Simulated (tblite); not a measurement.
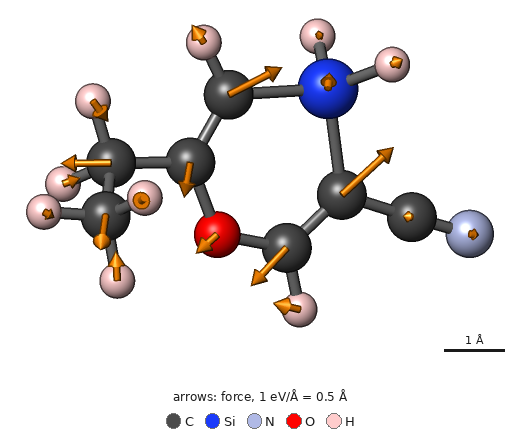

Starting geometry of C₇H₉NOSi with the computed forces as orange arrows. The picture is a ball-and-stick view, seen at a tilt.

Computed with GFN2-xTB geometry optimisation, gas phase in tblite 0.8.0. 

### What follows when this structure is relaxed?

It isn't relaxed: the largest force vector, on a C atom, is 2.43 eV/Å. The final displacements have little in common with the starting forces (cosine between the two patterns 0.17). The atom that moves furthest after the best rigid fit is an H atom (0.45 Å). Largest moves by element: H 0.45 Å, O 0.21 Å, C 0.20 Å, Si 0.12 Å, N 0.06 Å. Some distances before and after: C–C 1.304 → 1.344 Å, C–C 1.497 → 1.530 Å, C–H 1.121 → 1.090 Å, H–Si 1.441 → 1.468 Å. Bond angles that change, for instance: O–C–H 117.7° → 109.6°, C–Si–H 105.9° → 113.3°, C–C–O 116.8° → 109.9°. Groups turn about C–C by about 20°. Over 133 geometry steps the energy falls by 0.481 eV.
